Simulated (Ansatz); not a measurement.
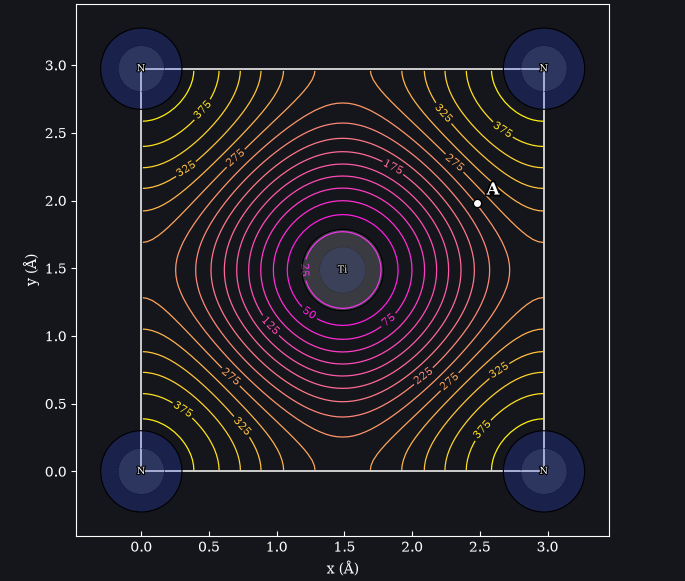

O on a TiN(100) slab cut from the Fm-3m phase, its upper half relaxed before the scan (24 atoms of substrate and one adsorbate in a 2 × 2 cell). 
- O is moved over the surface cell at a fixed height above a rigid substrate; the origin of the map has the adsorbate above N21; the height is held at 2.50 Å.
- Places are given modulo a cell vector. The map is drawn in real space over the plane of the surface.
- The scan uses a 6 × 6 grid; 10 points were computed and 26 follow by symmetry.
- Places are given in fractions of the 1 × 1 surface cell.
- All energies are given in meV relative to the lowest grid point.
- The runs have no spin polarisation, so an open-shell adsorbate far from the surface lies too high. At a fixed height the lowest place need not be the adsorption site.
- Method: DFT PBE+D3(BJ), scalar-relativistic, plane waves, PAW (Ansatz 0.2.0). Settings: cutoff 420 eV, k-mesh 5×5×1, gaussian smearing 0.1 eV, no spin polarisation.

The picture shows contour lines labelled in meV, labelled circles for the atoms of the top layer and small ones for the second layer, the outline of one cell of the plane, the point A. Between grid points the surface is interpolated.

Q: Is A at rest? If not, where is it pushed?

A: A, at (5/6, 4/6) of the cell vectors, is not a stationary point. The computed force is 0.27 eV/Å in the plane, pointing down and left in the picture (components −0.21 and −0.17 eV/Å).

PAW datasets: the set soft_1.
